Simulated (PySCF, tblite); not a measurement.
# C3H10O2Si2: dynamics, then NMR shifts on frames, part 2 of 2

tblite 0.8.0 and PySCF 2.14.0. Atoms count from 0.

### Step 5. Nuclear shieldings: 625 fs, PBE0/pcSseg-1

Job settings and geometry (Å):

```
{"job": {"kind": "nmr", "xc": "PBE0", "basis": "pcSseg-1", "pop": false}, "charge": 0, "multiplicity": 1}
O     -0.013500     1.050800     0.046100
C      0.026900     0.333700     0.995000
C     -1.193600    -0.203100     1.644400
C     -2.336400    -0.199400     0.640100
Si    -2.443700     1.431100    -0.417000
O      1.181500    -0.114000     1.396700
Si     2.543600    -0.074400     0.355700
H     -1.309400     0.469000     2.476900
H     -0.884600    -1.154100     1.947600
H     -3.293600    -0.278000     1.112400
H     -2.259100    -1.062300    -0.024900
H     -2.091900     2.658200     0.250000
H     -2.097300     1.136700    -1.787400
H     -3.862400     1.716500    -0.583900
H      2.879600    -1.495800     0.772800
H      2.304300     0.281300    -1.060200
H      3.558500     0.726000     1.015500
```

Level: GIAO PBE0/pcSseg-1 NMR shielding, non-relativistic, gas phase.

The log of the run:

```text
coarse grid: 14880 points
cycle   1  E = -848.9629447227  dE =  9.368e-01  |g| = 9.122e-01  |ddm| = 3.630e+00
cycle   2  E = -848.7311837892  dE =  2.318e-01  |g| = 1.459e+00  |ddm| = 1.532e+00
cycle   3  E = -849.1062815477  dE = -3.751e-01  |g| = 2.199e-01  |ddm| = 1.055e+00
cycle   4  E = -849.1145493326  dE = -8.268e-03  |g| = 7.812e-02  |ddm| = 1.921e-01
cycle   5  E = -849.1155372594  dE = -9.879e-04  |g| = 1.916e-02  |ddm| = 5.361e-02
cycle   6  E = -849.1156115607  dE = -7.430e-05  |g| = 4.885e-03  |ddm| = 1.796e-02
cycle   7  E = -849.1156173648  dE = -5.804e-06  |g| = 8.551e-04  |ddm| = 5.018e-03
final grid: 133616 points
cycle   8  E = -849.1754723387  dE = -1.873e-05  |g| = 1.136e-02  |ddm| = 2.230e-02
cycle   9  E = -849.1754384094  dE =  3.393e-05  |g| = 1.768e-02  |ddm| = 1.823e-02
cycle  10  E = -849.1754956940  dE = -5.728e-05  |g| = 1.637e-03  |ddm| = 1.167e-02
cycle  11  E = -849.1754961742  dE = -4.802e-07  |g| = 4.092e-04  |ddm| = 1.332e-03
cycle  12  E = -849.1754962019  dE = -2.769e-08  |g| = 1.014e-04  |ddm| = 2.985e-04
cycle  13  E = -849.1754962040  dE = -2.083e-09  |g| = 3.037e-05  |ddm| = 1.017e-04
cycle  14  E = -849.1754962042  dE = -2.042e-10  |g| = 4.599e-06  |ddm| = 2.967e-05
converged SCF energy = -849.1754962042

GIAO shielding tensors (ppm)
atom      isotropic    diamagn.    paramagn.     s11        s22        s33       span
  0 O      -90.842     408.592    -499.434   -332.318   -211.275    271.067    603.385
  1 C        2.321     257.293    -254.972    -90.629     17.631     79.962    170.591
  2 C      159.882     253.804     -93.922    143.086    160.417    176.143     33.057
  3 C      181.540     249.401     -67.861    165.041    182.653    196.925     31.883
  4 Si     437.937     877.023    -439.087    384.984    409.405    519.422    134.438
  5 O      136.492     403.130    -266.638     -2.566    188.176    223.866    226.432
  6 Si     378.826     879.118    -500.292    331.802    357.369    447.308    115.505
  7 H       30.028      29.688       0.340     25.966     28.536     35.582      9.615
  8 H       30.216      32.998      -2.782     24.723     29.909     36.017     11.294
  9 H       31.014      28.371       2.644     25.348     28.894     38.801     13.454
 10 H       30.902      31.327      -0.425     26.131     28.844     37.731     11.600
 11 H       27.801      28.766      -0.965     24.049     27.195     32.161      8.112
 12 H       27.644      28.901      -1.258     24.285     25.846     32.799      8.514
 13 H       28.223      28.147       0.076     24.432     26.162     34.074      9.642
 14 H       25.924      28.682      -2.758     21.806     25.002     30.963      9.156
 15 H       25.661      29.313      -3.652     22.189     25.625     29.168      6.979
 16 H       26.801      28.782      -1.981     23.601     24.921     31.880      8.279
```

It took 72 s on 1 thread, shared host.

This run: δ C1 184.6, C2 27.0, C3 5.4, O0 426.9, H15 6.06, H14 5.79 ppm.

### Step 6. Shielding tensors: 800 fs, PBE0/pcSseg-1

Job settings and geometry (Å):

```
{"job": {"kind": "nmr", "xc": "PBE0", "basis": "pcSseg-1", "pop": false}, "charge": 0, "multiplicity": 1}
O     -0.078300     1.016100     0.029200
C     -0.142300     0.279300     0.972000
C     -1.371300     0.128200     1.892000
C     -2.645200     0.226800     1.080400
Si    -2.557800     1.361200    -0.527000
O      0.861300    -0.414100     1.284700
Si     2.484300    -0.139300     1.083100
H     -1.268300     0.864200     2.708200
H     -1.282100    -0.766100     2.520600
H     -3.545500     0.544900     1.668900
H     -2.727100    -0.784300     0.666900
H     -2.021100     2.733000    -0.386600
H     -1.804400     0.901600    -1.674100
H     -4.085600     1.321400    -0.683300
H      2.933400    -1.224700     1.967900
H      2.922000    -0.168000    -0.360100
H      2.716900     1.276200     1.564800
```

Method: GIAO PBE0/pcSseg-1 NMR shielding, non-relativistic, gas phase.

The log of the run:

```text
coarse grid: 14880 points
cycle   1  E = -848.9572310987  dE =  8.376e-01  |g| = 9.216e-01  |ddm| = 3.603e+00
cycle   2  E = -848.6795108119  dE =  2.777e-01  |g| = 1.533e+00  |ddm| = 1.680e+00
cycle   3  E = -849.1002082941  dE = -4.207e-01  |g| = 2.663e-01  |ddm| = 1.208e+00
cycle   4  E = -849.1127166727  dE = -1.251e-02  |g| = 6.861e-02  |ddm| = 2.097e-01
cycle   5  E = -849.1134679154  dE = -7.512e-04  |g| = 1.739e-02  |ddm| = 4.820e-02
cycle   6  E = -849.1135283201  dE = -6.040e-05  |g| = 4.965e-03  |ddm| = 1.689e-02
cycle   7  E = -849.1135340539  dE = -5.734e-06  |g| = 9.729e-04  |ddm| = 4.754e-03
final grid: 133616 points
cycle   8  E = -849.1745196285  dE = -1.039e-05  |g| = 1.130e-02  |ddm| = 2.048e-02
cycle   9  E = -849.1744789115  dE =  4.072e-05  |g| = 1.854e-02  |ddm| = 1.960e-02
cycle  10  E = -849.1745423824  dE = -6.347e-05  |g| = 2.180e-03  |ddm| = 1.295e-02
cycle  11  E = -849.1745432314  dE = -8.490e-07  |g| = 3.009e-04  |ddm| = 1.531e-03
cycle  12  E = -849.1745432466  dE = -1.516e-08  |g| = 6.657e-05  |ddm| = 2.499e-04
cycle  13  E = -849.1745432474  dE = -8.445e-10  |g| = 2.663e-05  |ddm| = 7.743e-05
converged SCF energy = -849.1745432474

GIAO shielding tensors (ppm)
atom      isotropic    diamagn.    paramagn.     s11        s22        s33       span
  0 O      -93.559     406.477    -500.036   -324.095   -236.425    279.842    603.937
  1 C        9.045     252.224    -243.179    -83.322     33.727     76.730    160.052
  2 C      152.150     250.598     -98.448    132.973    141.773    181.705     48.731
  3 C      172.129     255.211     -83.082    151.590    174.287    190.512     38.922
  4 Si     422.797     877.322    -454.526    364.452    435.830    468.109    103.657
  5 O      162.413     400.357    -237.945     48.367    196.915    241.956    193.589
  6 Si     388.817     880.212    -491.395    358.897    363.173    444.381     85.484
  7 H       29.168      29.559      -0.391     25.570     27.832     34.103      8.533
  8 H       28.924      31.431      -2.507     24.292     28.600     33.880      9.588
  9 H       29.515      28.513       1.002     24.433     27.722     36.389     11.955
 10 H       29.893      31.523      -1.630     24.992     29.535     35.152     10.159
 11 H       26.876      28.463      -1.587     23.842     25.472     31.314      7.472
 12 H       27.362      29.421      -2.059     23.612     26.839     31.634      8.023
 13 H       26.934      26.967      -0.033     22.857     24.971     32.973     10.116
 14 H       26.615      29.130      -2.514     22.751     25.527     31.568      8.816
 15 H       25.804      29.408      -3.604     22.665     24.477     30.269      7.604
 16 H       26.097      28.819      -2.721     22.941     24.991     30.359      7.419
```

Wall time 65 s (1 thread, shared host).

Key values: δ C1 177.9, C2 34.8, C3 14.8, O0 429.6, H15 5.91, H16 5.62 ppm.

### Step 7. Shielding tensors: 1000 fs, PBE0/pcSseg-1

Job settings and geometry (Å):

```
{"job": {"kind": "nmr", "xc": "PBE0", "basis": "pcSseg-1", "pop": false}, "charge": 0, "multiplicity": 1}
O     -0.034200     1.161400    -0.103200
C     -0.329100     0.777100     1.015700
C     -1.628700     1.046200     1.840600
C     -2.745200     0.638500     0.940200
Si    -2.855800     1.775800    -0.647600
O      0.487800     0.029900     1.776900
Si     1.966800    -0.657600     1.369300
H     -1.710700     2.105900     2.031700
H     -1.288300     0.516700     2.740000
H     -3.655800     0.530200     1.416700
H     -2.539500    -0.418300     0.590400
H     -2.888500     3.069700     0.045000
H     -1.799300     1.540900    -1.576200
H     -4.173600     1.884500    -1.372800
H      2.218900    -1.508200     2.545200
H      1.663700    -1.308100     0.050200
H      2.937900     0.392800     1.018700
```

Method: GIAO PBE0/pcSseg-1 NMR shielding, non-relativistic, gas phase.

The log of the run:

```text
coarse grid: 14880 points
cycle   1  E = -848.9413374458  dE =  7.169e-01  |g| = 9.445e-01  |ddm| = 3.601e+00
cycle   2  E = -848.6000969040  dE =  3.412e-01  |g| = 1.655e+00  |ddm| = 1.685e+00
cycle   3  E = -849.0937134354  dE = -4.936e-01  |g| = 2.824e-01  |ddm| = 1.205e+00
cycle   4  E = -849.1078610027  dE = -1.415e-02  |g| = 8.287e-02  |ddm| = 2.292e-01
cycle   5  E = -849.1089608719  dE = -1.100e-03  |g| = 2.187e-02  |ddm| = 5.691e-02
cycle   6  E = -849.1090628992  dE = -1.020e-04  |g| = 5.572e-03  |ddm| = 2.087e-02
cycle   7  E = -849.1090699255  dE = -7.026e-06  |g| = 1.219e-03  |ddm| = 5.078e-03
final grid: 133616 points
cycle   8  E = -849.1697021326  dE = -1.204e-05  |g| = 1.274e-02  |ddm| = 2.356e-02
cycle   9  E = -849.1696444940  dE =  5.764e-05  |g| = 2.164e-02  |ddm| = 2.143e-02
cycle  10  E = -849.1697310534  dE = -8.656e-05  |g| = 2.504e-03  |ddm| = 1.426e-02
cycle  11  E = -849.1697321836  dE = -1.130e-06  |g| = 3.825e-04  |ddm| = 1.723e-03
cycle  12  E = -849.1697322079  dE = -2.431e-08  |g| = 1.070e-04  |ddm| = 3.115e-04
cycle  13  E = -849.1697322103  dE = -2.397e-09  |g| = 3.325e-05  |ddm| = 1.068e-04
cycle  14  E = -849.1697322106  dE = -2.556e-10  |g| = 4.396e-06  |ddm| = 3.195e-05
converged SCF energy = -849.1697322106

GIAO shielding tensors (ppm)
atom      isotropic    diamagn.    paramagn.     s11        s22        s33       span
  0 O     -123.943     405.013    -528.956   -367.512   -267.974    263.657    631.170
  1 C       -2.507     252.071    -254.577   -108.866     36.317     65.029    173.896
  2 C      142.927     257.316    -114.389    127.183    135.549    166.050     38.867
  3 C      182.473     253.201     -70.727    174.180    180.217    193.023     18.843
  4 Si     414.366     877.952    -463.586    361.626    399.894    481.576    119.950
  5 O      136.255     401.625    -265.369      6.497    192.620    209.649    203.152
  6 Si     388.573     881.147    -492.573    351.355    368.633    445.732     94.377
  7 H       29.313      31.736      -2.423     25.860     28.747     33.333      7.472
  8 H       27.793      31.770      -3.977     22.294     28.239     32.845     10.551
  9 H       32.271      29.674       2.597     26.593     29.426     40.794     14.201
 10 H       30.247      32.244      -1.997     25.724     29.122     35.895     10.171
 11 H       27.743      28.549      -0.806     24.759     26.207     32.265      7.506
 12 H       26.825      28.721      -1.896     21.285     27.935     31.254      9.968
 13 H       27.129      26.902       0.227     24.118     24.659     32.612      8.494
 14 H       26.684      29.494      -2.810     23.236     25.401     31.414      8.178
 15 H       25.953      31.188      -5.236     22.691     25.243     29.924      7.234
 16 H       26.363      29.940      -3.577     23.213     24.814     31.062      7.849
```

Run time: 69 s. Hardware: 1 thread, shared host.

This run: δ C1 189.4, C2 44.0, C3 4.5, O0 460.0, H15 5.76, H16 5.35 ppm.

### Step 8. Run by run: NMR shifts

Shifts (ppm) of some atoms, chosen among heavy atoms and hydrogens apart, with basis size and wall time:

```
  frame    C2    H8     H9     O0     O5    Si6    Si4  functions  time
 250 fs  36.6  3.27   1.31  458.1  190.6  -42.8  -65.7        183  72 s
 425 fs  37.1  2.92  -0.04  470.6  190.6  -38.0  -70.7        183  68 s
 625 fs  27.0  1.50   0.70  426.9  199.6  -29.7  -88.8        183  72 s
 800 fs  34.8  2.79   2.20  429.6  173.7  -39.7  -73.6        183  65 s
1000 fs  44.0  3.92  -0.55  460.0  199.8  -39.4  -65.2        183  69 s
```

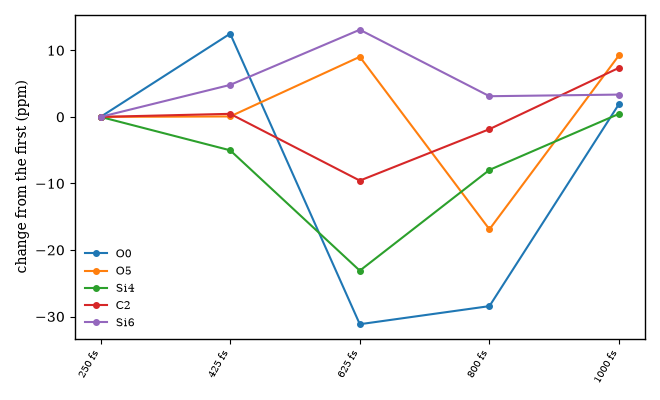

How five of the tabulated atoms move from run to run.

### Step 9. What came out

What follows sums up all 2 parts.

```
                                       quantity                                                           value
                                     thermostat                                                           300 K
                  mean temperature, second half                                                           365 K
        mean potential energy above the minimum                                                         0.73 eV
 13C shifts against TMS (PBE0/pcSseg-1, 250 fs)                                            184.8, 36.6, 5.4 ppm
  1H shifts against TMS (PBE0/pcSseg-1, 250 fs)  5.72, 5.33, 4.94, 4.66, 4.40, 4.09, 3.27, 2.23, 1.31, 0.82 ppm
 17O shifts against H2O (PBE0/pcSseg-1, 250 fs)                                                458.1, 190.6 ppm
29Si shifts against TMS (PBE0/pcSseg-1, 250 fs)                                                -42.8, -65.7 ppm
                       range of the shift of O0                                              426.9 to 470.6 ppm
```

In the second half the potential energy averages 0.73 eV above the minimum; equipartition over 45 harmonic modes at 300 K would give 0.58 eV. With 17 atoms the temperature swings widely (154 to 508 K). Shifts at one fixed geometry are not the observed spectrum, which averages over the motion. In the first frame run (250 fs): Shielding is most anisotropic at O0 (span 666 ppm, paramagnetic term -528 ppm). Across the 5 runs the shift of O0 moves most, between 426.9 (625 fs) and 470.6 ppm (425 fs).
